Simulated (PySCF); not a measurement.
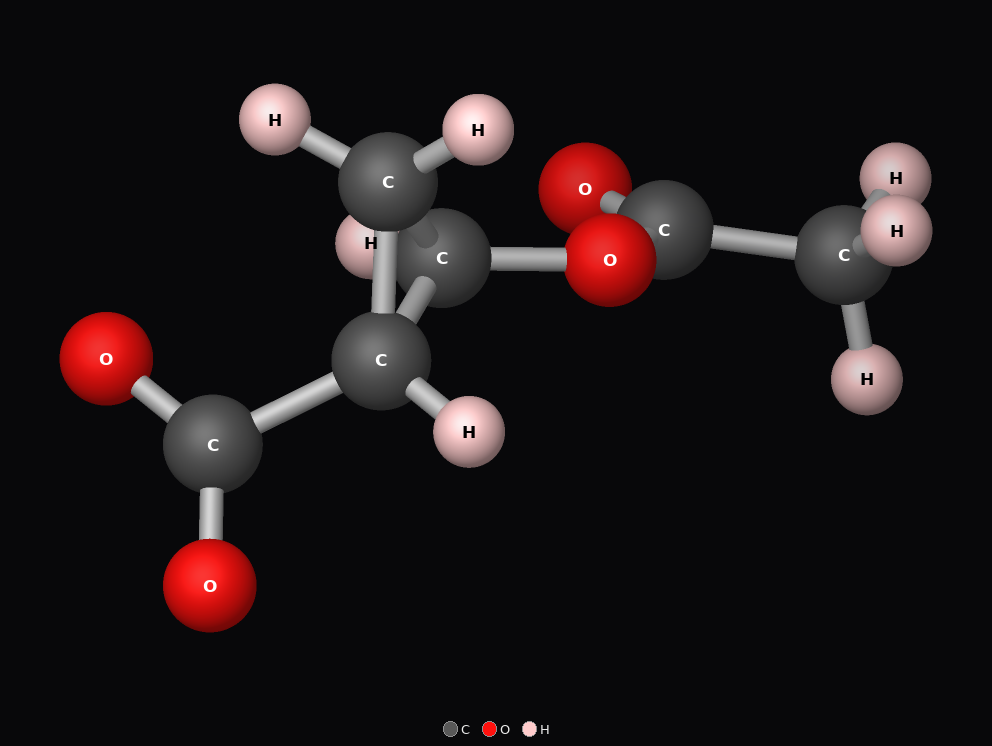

Rendered structure (ball-and-stick style).

Charge −1, singlet. The computed structure is the end point of a GFN2-xTB optimisation. No frequency run is at hand to confirm it as a minimum.

What does the picture show?

It has 17 atoms: 6 carbon, 7 hydrogen and 4 oxygen (C₆H₇O₄⁻). As SMILES it reads `CC(=O)O[C@@H]1C[C@H]1C(=O)[O-]`. Independent rings (smallest set): 1 of 3 members. Among its groups: ester. This geometry has C1 symmetry. Coordination, clear cases only: 1 C tetrahedral; 2 C trigonal planar; 1 O bent.

More results for the same structure follow; atom numbers are the same in all pictures, views and colours differ.

## Geometry

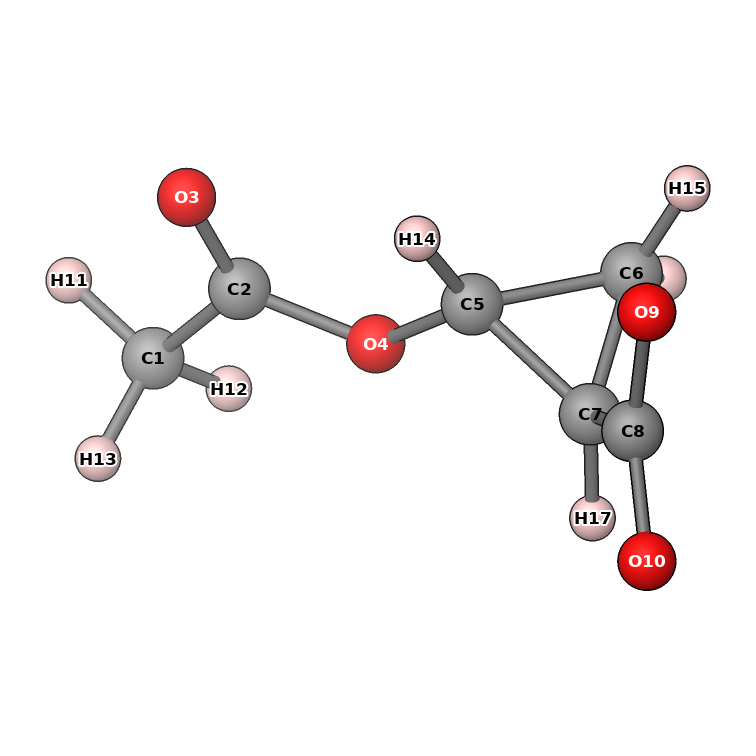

C7 lies behind C8. The molecule seen a little off the C8–C7 bond, C8 in front. Distant atoms are faded towards the background colour. No frequency run is at hand to confirm it as a minimum.

What is the torsion angle O9–C8–C7–C5? The sign is positive where the front bond must turn clockwise to cover the back bond.

−44°, synclinal (gauche).

## NMR shielding

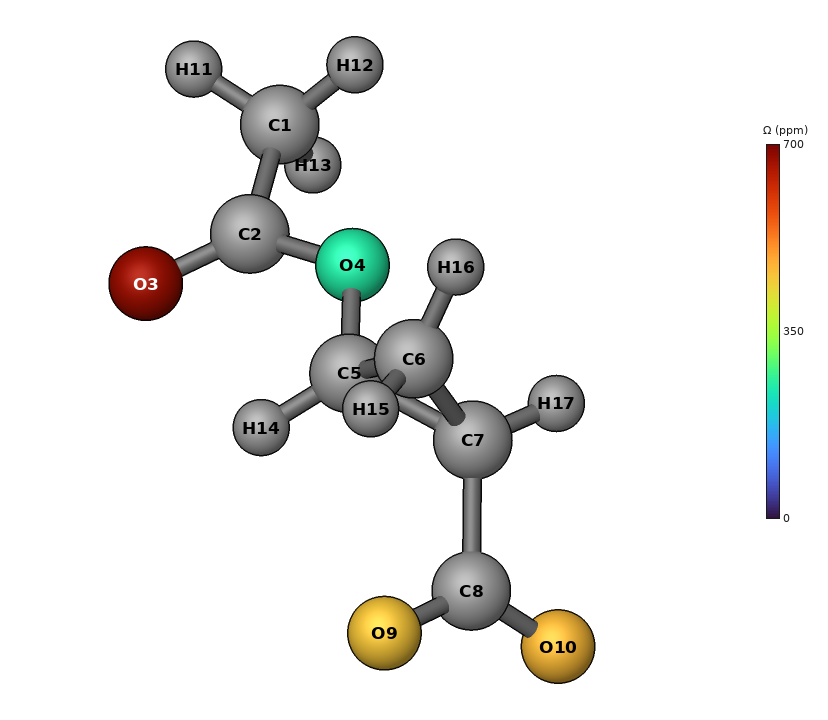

The O atoms are coloured by the span of their shielding tensor. No frequency run is at hand to confirm it as a minimum. Properties computed with GIAO PBE0/pcSseg-1 NMR shielding, non-relativistic, gas phase (PySCF 2.14.0). Principal shieldings σ11 ≤ σ22 ≤ σ33, span Ω = σ33 − σ11, skew κ = 3(σiso − σ22)/Ω.

Which O atom has the most anisotropic shielding?

O3, with a span of 670 ppm.

Give the shielding tensors of the O atoms.

| atom | σ11 | σ22 | σ33 | σiso | Ω | κ |
| --- | --- | --- | --- | --- | --- | --- |
| O3 | −373.2 | −189.6 | 297.0 | −88.6 | 670.2 | 0.45 |
| O4 | −62.8 | 169.5 | 186.7 | 97.8 | 249.4 | −0.86 |
| O9 | −170.2 | 5.6 | 282.2 | 39.2 | 452.5 | 0.22 |
| O10 | −255.2 | −31.4 | 211.1 | −25.2 | 466.3 | 0.04 |

Shieldings and span in ppm.

## Quadrupole coupling

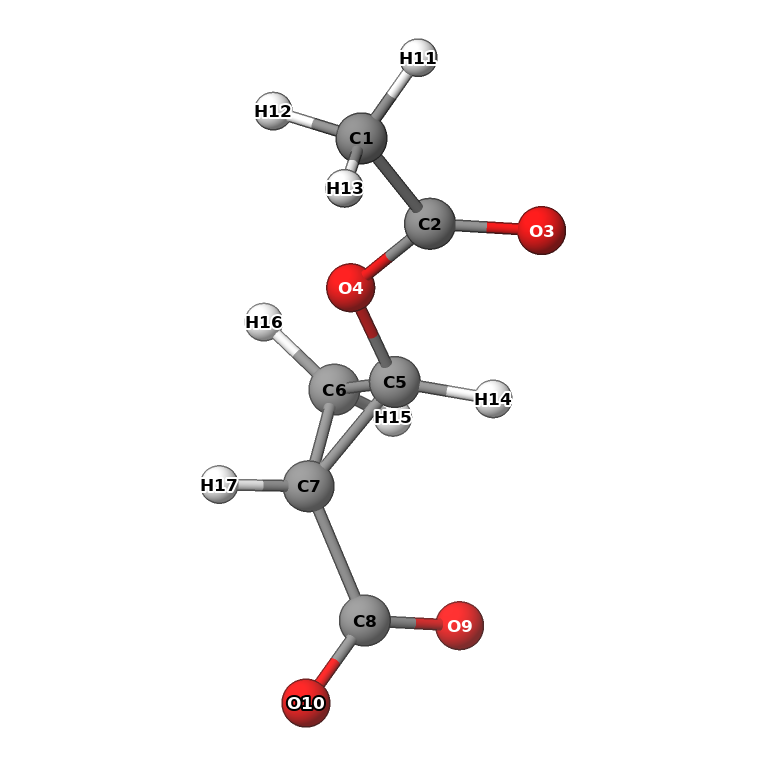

No frequency run is at hand to confirm it as a minimum. Electric field gradients from the ground-state density, PBE0/pcSseg-1 (PySCF 2.14.0), non-relativistic apart from any core potentials.

Give the largest field-gradient component, the quadrupole coupling constant and the asymmetry for 17O at O3 (Q = −25.6 mb), 17O at O4 (Q = −25.6 mb), 17O at O9 (Q = −25.6 mb), 17O at O10 (Q = −25.6 mb).

```
atom  V_zz (a.u.)  e²qQ/h (MHz)     η
  O3       −1.595          9.59  0.08
  O4        1.622         −9.76  0.24
  O9       −1.302          7.83  0.41
 O10       −1.454          8.75  0.31
```

## Charges

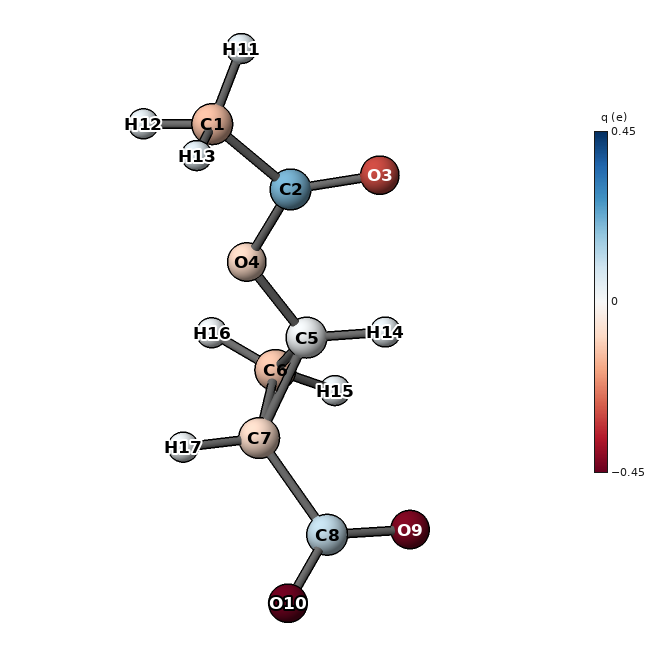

Atoms are coloured by their Hirshfeld charges. No frequency run is at hand to confirm it as a minimum. Level of theory: PBE0/pcSseg-1, gas phase (PySCF 2.14.0).

Which atom carries the highest charge (most positive or least negative)?

C2 (0.21 e).

And the lowest?

O10 (−0.44 e).

Give the Hirshfeld charges atom by atom.

```tsv
atom	value (e)
C1	−0.13
C2	0.21
O3	−0.29
O4	−0.09
C5	0.01
C6	−0.12
C7	−0.08
C8	0.11
O9	−0.42
O10	−0.44
H11	0.04
H12	0.04
H13	0.05
H14	0.04
H15	0.03
H16	0.02
H17	0.02
```
